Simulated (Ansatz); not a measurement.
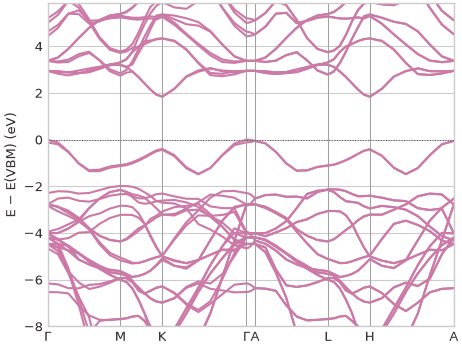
Fig. 1. Band structure from r²SCAN+D4 in the plane-wave PAW code Ansatz

Task: Read off the gap and where the band edges lie.

Result: About 1.8 eV (1.84 eV by a search for the band edges); maximum at Γ, minimum on the H–K line, 6 % of the way from H.

The material is Si2MoN4 in space group P6_3/mmc (No. 194; Mo on 2c, N on 4f, Si on 4f, N on 4e).

The start of the workflow was typed in or built on a structure type; neither database checked (COD, Materials Project) lists it. Whether it is the stable phase at ambient conditions was not checked. The r²SCAN+D4 relaxation kept the symmetry of its start; whether a distortion lowers the energy is not shown. The workflow began spin-polarised and lost its moments. Scalar-relativistic: spin–orbit coupling is off unless named, which matters more the heavier the elements.

Potentials: the earlier of the program's two PAW sets.
